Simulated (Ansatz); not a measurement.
# F2H2O2Sn: from a rough start to a minimum

What shape does F2H2O2Sn take? The plan is to relax it, then compute its harmonic vibrations to see whether it is a minimum and to get the zero-point energy and entropy, and look at its orbitals and charge.

Program: Ansatz 0.2.0, Gaussian basis. Level of theory: RKS PBE0-D4/def2-TZVP. These are calculated values, not measurements.

The runs, in order: relaxation at PBE-D4/def2-SVP; relaxation at PBE0-D4/def2-TZVP; harmonic vibrations at the same level; a single point in def2-TZVPP for the fields.

**1. The system as given**

7 atoms, charge 0, spin multiplicity 1.

Atoms are counted from 1 here; the program's logs count them from 0.

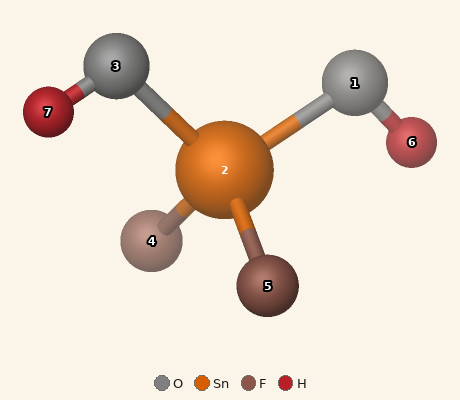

The starting geometry (oxygen grey, tin orange, fluorine brown, hydrogen red); atoms are numbered from 1 in the order of the file.

The start is a force-field geometry with small random shifts, so a cheaper pass at PBE-D4/def2-SVP comes first. Sn takes the def2 core potential; no spin-orbit term is included.

**2. Relaxation at PBE-D4/def2-SVP (cheap first pass)**

File in.yaml:

```yaml
crystal:
  periodic: [false, false, false]
  atoms:
    - {symbol: O, position_ang: [-1.248300, 0.765600, 1.137300]}
    - {symbol: Sn, position_ang: [-0.045100, -0.051300, -0.144500]}
    - {symbol: O, position_ang: [1.694600, -0.263400, 0.707900]}
    - {symbol: F, position_ang: [-0.655500, -1.780900, -0.659100]}
    - {symbol: F, position_ang: [0.145500, 1.057800, -1.742700]}
    - {symbol: H, position_ang: [-2.146900, 0.897900, 0.621200]}
    - {symbol: H, position_ang: [2.316900, -0.693700, 0.034200]}
basis:
  gaussian: {orbitals: def2-SVP}
hamiltonian: {xc: pbe, dispersion: d4}
relax: {f_tol: 0.03, max_steps: 200}
```

Command:

```
> ansatz run in.yaml --threads 4 --pin off --events-out ev --progress --plain --max-ram 10444MiB
```

Standard output, shortened:

```text
Functional definition: PBE
  name "PBE"
  cite "Perdew, Burke & Ernzerhof, Phys. Rev. Lett. 77, 3865 (1996) doi:10.1103/PhysRevLett.77.3865"
  parent pbe
[...]
989 factors; their error is unknown
[...]
mean field -15376.43583186 eV, -565.0735942984 hartree, gradient 7.4e-6 eV, S^2 0.000000; 0 other end points of the search recorded, 0 dependent functions left out
[...]
reference -15376.43587274 eV, -565.0735958007 hartree; 29, 29 occupied and 63, 63 virtual orbitals, 989 factors
relax step   1: F+E_penalty+E_count = -15376.56611709 eV  Δ(F+E_penalty+E_count) = +0.000e0 eV  max|allowed force component| = 2.840e0 eV/Å  Δτ_max = 0.0000 Å  (28 SCF iters, accepted)
[...]
relax step   6: F+E_penalty+E_count = -15376.76400609 eV  Δ(F+E_penalty+E_count) = -4.425e-4 eV  max|allowed force component| = 6.271e-2 eV/Å  Δτ_max = 0.0230 Å  (27 SCF iters, accepted)
[...]
relax step   7: F+E_penalty+E_count = -15376.76553561 eV  Δ(F+E_penalty+E_count) = -1.530e-3 eV  max|allowed force component| = 9.544e-3 eV/Å  Δτ_max = 0.0588 Å  (29 SCF iters, accepted)
989 factors; their error is unknown
[...]
mean field -15376.63676346 eV, -565.0809783983 hartree, gradient 1.3e-5 eV, S^2 0.000000; 1 other end points of the search recorded, 0 dependent functions left out
[...]
reference -15376.63680368 eV, -565.0809798765 hartree; 29, 29 occupied and 63, 63 virtual orbitals, 989 factors
Total energy: -15376.76557584 eV, -565.0857121659 hartree
Atom 0 at    -1.288268     0.721082     1.150633 Å, force    -0.004003    -0.000565    -0.002316 eV/Å
Atom 1 at    -0.028279    -0.056624    -0.160016 Å, force    -0.000698    -0.000167    -0.002308 eV/Å
Atom 2 at     1.748816    -0.183337     0.697967 Å, force     0.003322    -0.001724    -0.004859 eV/Å
Atom 3 at    -0.597633    -1.809875    -0.791773 Å, force     0.009544     0.001391     0.004037 eV/Å
Atom 4 at     0.003208     1.018935    -1.784705 Å, force    -0.007023     0.001970     0.008508 eV/Å
Atom 5 at    -2.092886     1.018182     0.678270 Å, force     0.007946     0.001710    -0.004905 eV/Å
Atom 6 at     2.316242    -0.776364     0.163924 Å, force    -0.009087    -0.002614     0.001844 eV/Å
Dipole moment:     0.002755     0.004520     0.008402 e Å
```

It took 4.8 s on 4 threads of Intel Xeon 6975P-C, shared host.

Step by step:

```csv
step,energy from step 1 (eV),largest force component (eV/Å)
1,0.0000,2.8401
2,-0.1821,0.8434
3,-0.1962,0.1844
4,-0.1974,0.0264
5,-0.1967,0.2339
6,-0.1979,0.0627
7,-0.1994,0.0095
```

The force was under the threshold of 0.03 eV/Å already at step 4, but the program went on to step 7.

Close pairs (by a distance rule), those that changed most:

```csv
bond,before (Å),after (Å),change (Å)
O1–H6,1.045,0.979,-0.065
Sn2–F4,1.905,1.949,+0.044
O1–Sn2,1.939,1.977,+0.039
O3–H7,1.013,0.979,-0.034
Sn2–O3,1.949,1.977,+0.029
Sn2–F5,1.955,1.949,-0.006
```

**3. Relaxation at PBE0-D4/def2-TZVP**

File in.yaml:

```yaml
crystal:
  periodic: [false, false, false]
  atoms:
    - {symbol: O, position_ang: [-1.288268, 0.721082, 1.150633]}
    - {symbol: Sn, position_ang: [-0.028279, -0.056624, -0.160016]}
    - {symbol: O, position_ang: [1.748816, -0.183337, 0.697967]}
    - {symbol: F, position_ang: [-0.597633, -1.809875, -0.791773]}
    - {symbol: F, position_ang: [0.003208, 1.018935, -1.784705]}
    - {symbol: H, position_ang: [-2.092886, 1.018182, 0.678270]}
    - {symbol: H, position_ang: [2.316242, -0.776364, 0.163924]}
basis:
  gaussian: {orbitals: def2-TZVP}
hamiltonian: {xc: pbe0, dispersion: d4}
relax: {f_tol: 0.005, max_steps: 150}
```

The command is unchanged.

Standard output, shortened:

```text
Functional definition: PBE0
  name "PBE0"
  cite "Adamo & Barone, J. Chem. Phys. 110, 6158 (1999) doi:10.1063/1.478522"
  cite "Perdew, Burke & Ernzerhof, Phys. Rev. Lett. 77, 3865 (1996) doi:10.1103/PhysRevLett.77.3865"
  parent pbe
[...]
1163 factors; their error is unknown
[...]
mean field -15389.33341917 eV, -565.5475718895 hartree, gradient 4.9e-5 eV, S^2 0.000000; 0 other end points of the search recorded, 0 dependent functions left out
[...]
reference -15389.33345489 eV, -565.5475732023 hartree; 29, 29 occupied and 157, 157 virtual orbitals, 1163 factors
relax step   1: F+E_penalty+E_count = -15389.44249503 eV  Δ(F+E_penalty+E_count) = +0.000e0 eV  max|allowed force component| = 1.267e0 eV/Å  Δτ_max = 0.0000 Å  (28 SCF iters, accepted)
[...]
reference -15389.48918082 eV, -565.5532960249 hartree; 29, 29 occupied and 157, 157 virtual orbitals, 1163 factors
Total energy: -15389.60043296 eV, -565.5573844655 hartree
Atom 0 at    -1.319620     0.597139     1.091255 Å, force     0.002240    -0.001454    -0.000607 eV/Å
Atom 1 at    -0.031372    -0.060227    -0.174306 Å, force     0.000185     0.000110     0.000421 eV/Å
Atom 2 at     1.737765    -0.112187     0.574571 Å, force    -0.002438     0.001196    -0.000302 eV/Å
Atom 3 at    -0.443579    -1.810858    -0.783562 Å, force     0.000762     0.000112     0.001263 eV/Å
Atom 4 at    -0.132575     1.044089    -1.715758 Å, force    -0.000204     0.000698     0.001299 eV/Å
Atom 5 at    -1.984144     1.157338     0.678174 Å, force     0.000668     0.000122    -0.001417 eV/Å
Atom 6 at     2.234725    -0.883295     0.283926 Å, force    -0.001213    -0.000786    -0.000658 eV/Å
Dipole moment:     0.021570     0.027151     0.089833 e Å
```

Wall time 22 s (4 threads of Intel Xeon 6975P-C, shared host); peak memory 0.45 GiB.

Step by step: (the energy doesn't fall at every step)

```csv
step,energy from step 1 (eV),largest force component (eV/Å)
1,0.0000,1.2673
2,-0.1450,0.2805
3,-0.1513,0.0632
4,-0.1537,0.1075
5,-0.0382,1.8874
6,-0.1569,0.0182
7,-0.1368,0.8378
8,-0.1572,0.0259
9,-0.1575,0.0807
10,-0.1578,0.0430
11,-0.1579,0.0024
```

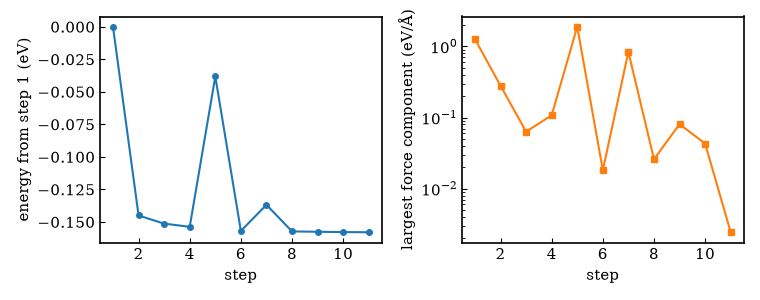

Energy and force, step by step.

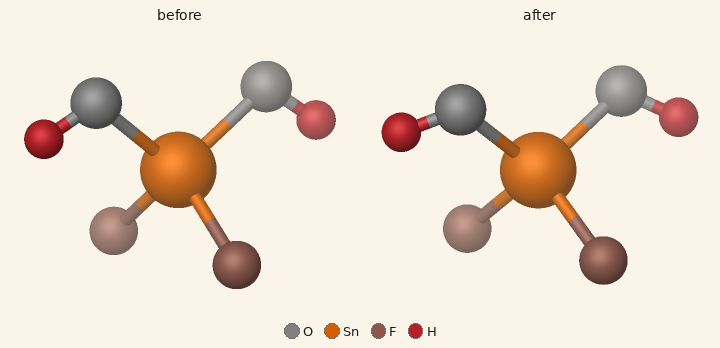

Before and after, at one scale.

Distances of close pairs at the start and the end, largest changes first:

```csv
bond,before (Å),after (Å),change (Å)
Sn2–O3,1.977,1.922,-0.056
O1–Sn2,1.977,1.922,-0.056
Sn2–F5,1.949,1.899,-0.050
Sn2–F4,1.949,1.899,-0.050
O3–H7,0.979,0.962,-0.017
O1–H6,0.979,0.962,-0.017
```

Mulliken charges at the end point, from the run's report:

```csv
atom,value (e)
O1,-0.64
Sn2,1.53
O3,-0.64
F4,-0.46
F5,-0.46
H6,0.34
H7,0.34
```

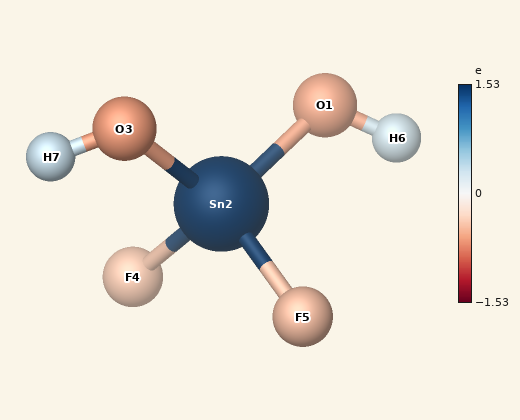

Mulliken charges at the end point, from the run's report, as colours on the atoms.

**4. Harmonic vibrations**

File in.yaml:

```yaml
crystal:
  periodic: [false, false, false]
  atoms:
    - {symbol: O, position_ang: [-1.319620, 0.597139, 1.091255]}
    - {symbol: Sn, position_ang: [-0.031372, -0.060227, -0.174306]}
    - {symbol: O, position_ang: [1.737765, -0.112187, 0.574571]}
    - {symbol: F, position_ang: [-0.443579, -1.810858, -0.783562]}
    - {symbol: F, position_ang: [-0.132575, 1.044089, -1.715758]}
    - {symbol: H, position_ang: [-1.984144, 1.157338, 0.678174]}
    - {symbol: H, position_ang: [2.234725, -0.883295, 0.283926]}
basis:
  gaussian: {orbitals: def2-TZVP}
hamiltonian: {xc: pbe0, dispersion: d4}
phonons: {temperatures: {t_min: 298.15, t_max: 900, t_step: 200}}
```

The command is unchanged.

Standard output, shortened:

```text
Functional definition: PBE0
  name "PBE0"
  cite "Adamo & Barone, J. Chem. Phys. 110, 6158 (1999) doi:10.1063/1.478522"
  cite "Perdew, Burke & Ernzerhof, Phys. Rev. Lett. 77, 3865 (1996) doi:10.1103/PhysRevLett.77.3865"
  parent pbe
[...]
1163 factors; their error is unknown
[...]
mean field -15389.48906304 eV, -565.5532916962 hartree, gradient 5.7e-5 eV, S^2 0.000000; 0 other end points of the search recorded, 0 dependent functions left out
[...]
reference -15389.48909901 eV, -565.5532930184 hartree; 29, 29 occupied and 157, 157 virtual orbitals, 1163 factors
[...]
1163 factors; their error is unknown
mean field -15389.48893474 eV, -565.5532869815 hartree, gradient 3.3e-6 eV, S^2 0.000000; 0 other end points of the search recorded, 0 dependent functions left out
[...]
reference -15389.48897073 eV, -565.5532883039 hartree; 29, 29 occupied and 157, 157 virtual orbitals, 1163 factors
[...]
reference -15389.48908574 eV, -565.5532925308 hartree; 29, 29 occupied and 157, 157 virtual orbitals, 1163 factors
Total energy: -15389.60035114 eV, -565.5573814586 hartree
Atom 0 at    -1.319620     0.597139     1.091255 Å, force     0.002282    -0.001849    -0.000578 eV/Å
Atom 1 at    -0.031372    -0.060227    -0.174306 Å, force    -0.000022    -0.000043    -0.000164 eV/Å
Atom 2 at     1.737765    -0.112187     0.574571 Å, force    -0.002468     0.001493    -0.000476 eV/Å
Atom 3 at    -0.443579    -1.810858    -0.783562 Å, force     0.000565     0.000602     0.001619 eV/Å
Atom 4 at    -0.132575     1.044089    -1.715758 Å, force     0.000212     0.000445     0.001696 eV/Å
Atom 5 at    -1.984144     1.157338     0.678174 Å, force     0.000648     0.000142    -0.001434 eV/Å
Atom 6 at     2.234725    -0.883295     0.283926 Å, force    -0.001217    -0.000790    -0.000663 eV/Å
Dipole moment:     0.021572     0.027152     0.089835 e Å
Vibrations: 107.26 138.97 151.86 179.51 183.15 190.19 215.06 637.18 649.18 668.86 688.36 882.42 900.53 3871.41 3872.60 cm⁻¹, zero-point energy 0.826761 eV
```

Wall time 58 s (4 threads of Intel Xeon 6975P-C, shared host); peak memory 0.47 GiB.

Motions are named by where the mode's potential energy lies. Wavenumbers, unscaled:

```csv
mode,cm⁻¹,motion
1,107,bend with torsion
2,139,bend
3,152,torsion
4,180,bend with torsion
5,183,bend with torsion
6,190,bend with torsion
7,215,torsion
8,637,Sn–F stretch
9,649,Sn–F stretch
10,669,Sn–O stretch
11,688,Sn–O stretch
12,882,bend
13,901,bend
14,3871,O–H stretch
15,3873,O–H stretch
```

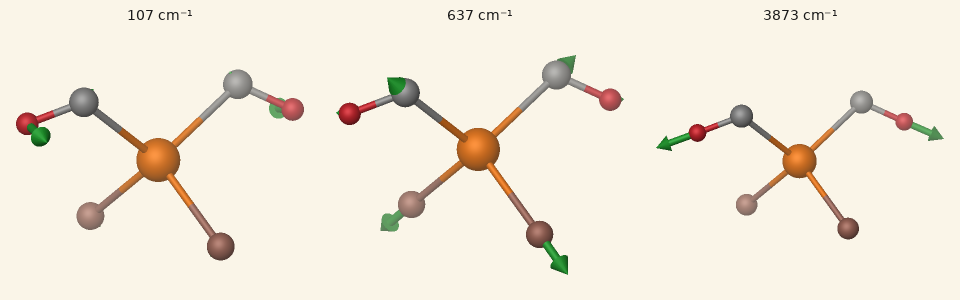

How the atoms move in 3 of the modes.

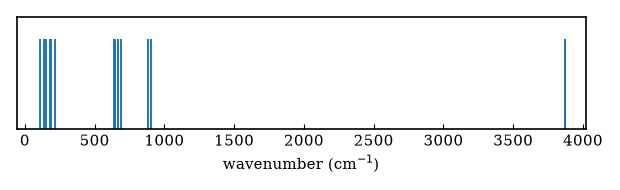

The harmonic wavenumbers as sticks (no intensities were computed).

Ideal gas, rigid rotor and harmonic oscillator at 298.15 K and 1 bar, with symmetry number 2:

```csv
term,value
zero-point energy,79.8 kJ/mol
H(298) − E,102.7 kJ/mol
"entropy, translation",174.3 J/(mol K)
"entropy, rotation",107.4 J/(mol K)
"entropy, vibration",81.0 J/(mol K)
"entropy, total",362.7 J/(mol K)
```

**5. Fields at the relaxed geometry**

in.yaml: that of step 4 with these lines changed.

```diff
@@ -11,4 +11,4 @@
 basis:
-  gaussian: {orbitals: def2-TZVP}
+  gaussian: {orbitals: def2-TZVPP}
 hamiltonian: {xc: pbe0, dispersion: d4}
-phonons: {temperatures: {t_min: 298.15, t_max: 900, t_step: 200}}
+output: {orbitals: {seedname: orbitals}}
```

Launched as before.

Standard output:

```text
Functional definition: PBE0
  name "PBE0"
  cite "Adamo & Barone, J. Chem. Phys. 110, 6158 (1999) doi:10.1063/1.478522"
  cite "Perdew, Burke & Ernzerhof, Phys. Rev. Lett. 77, 3865 (1996) doi:10.1103/PhysRevLett.77.3865"
  parent pbe
  parameter a = 0.25
  parameter kappa = 0.804
  parameter beta = 0.06672455060314922
  exchange = (1 - a)*pbe_x(kappa = kappa, mu = beta*pi^2/3) + a*exact_x
  correlation = pbe_c(beta = beta)
1193 factors; their error is unknown
mean field evaluation 1: about -15377.5441 eV, gradient 8.8e1 eV
mean field evaluation 2: about -15351.2545 eV, gradient 1.5e2 eV
mean field evaluation 4: about -15389.3383 eV, gradient 9.9e0 eV
mean field evaluation 8: about -15389.5790 eV, gradient 2.9e-1 eV
mean field evaluation 16: about -15389.5791 eV, gradient 3.0e-5 eV
mean field -15389.57912323 eV, -565.5566013474 hartree, gradient 3.0e-5 eV, S^2 0.000000; 0 other end points of the search recorded, 0 dependent functions left out
reference -15389.57915964 eV, -565.5566026855 hartree; 29, 29 occupied and 173, 173 virtual orbitals, 1193 factors
Total energy: -15389.69041177 eV, -565.5606911257 hartree
```

Wall time 1.4 s (4 threads of Intel Xeon 6975P-C, shared host); peak memory 0.44 GiB.

The fields below are evaluated on a grid from the run's orbitals.

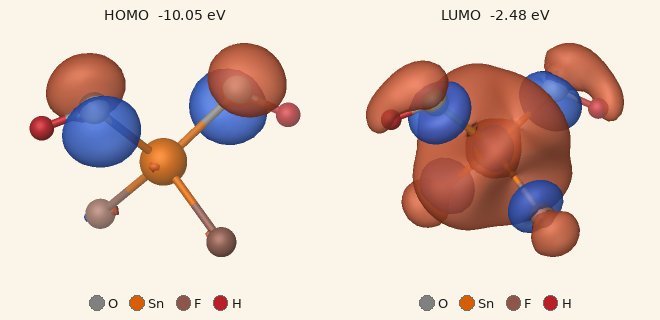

Frontier orbitals at PBE0-D4/def2-TZVPP; each surface holds 70 % of the orbital's density, blue and red mark the sign.

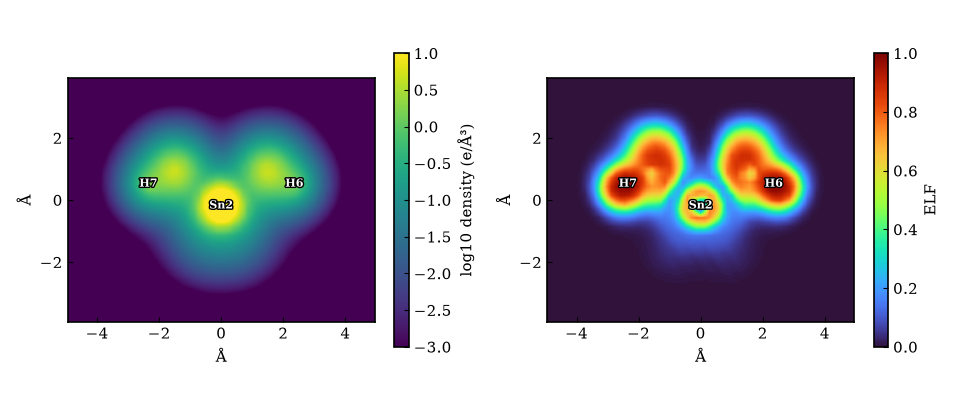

Density (left) and ELF (right) in a plane through or near 3 of the atoms.

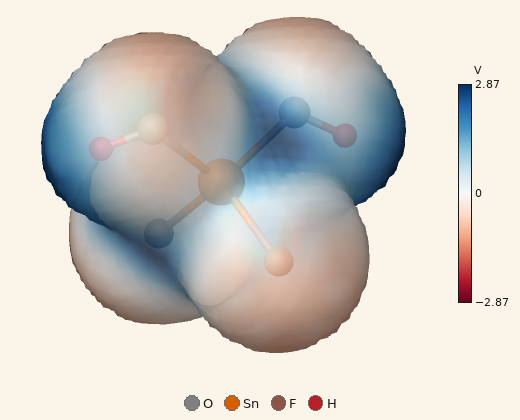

Electrostatic potential on the surface of density 0.002 e/bohr³; red is low, blue high. It runs, from the 1st to the 99th percentile, from -1.00 V near F4 to 2.87 V near Sn2.

**6. What came out**

| quantity | value |
| --- | --- |
| point group | C2 |
| steps | 7 + 11 |
| shift from the start (rms) | 0.245 Å |
| total energy | -15389.6004 eV |
| dispersion term | -111 meV |
| dipole moment | 0.46 D |
| lowest, highest wavenumber | 107, 3873 cm⁻¹ |
| zero-point energy | 79.8 kJ/mol |
| entropy at 298.15 K | 362.7 J/(mol K) |
| HOMO, LUMO | -10.05, -2.48 eV |

In words: The relaxed geometry lies 0.25 Å (rms) from the start; the bond that changed most is O1–H6, from 1.045 to 0.962 Å. All wavenumbers are real, so the end point is a minimum. The stiffest mode, 3873 cm⁻¹, is an O–H stretch, and 6 modes under 200 cm⁻¹ make the vibrational entropy uncertain. Harmonic hybrid wavenumbers usually lie a few per cent above measured fundamentals. The largest Mulliken charge, +1.53 e, sits on Sn2. The HOMO lies mostly on O1, O3 about 43 % each and the LUMO on Sn2 32 %; O1, O3 about 14 % each.
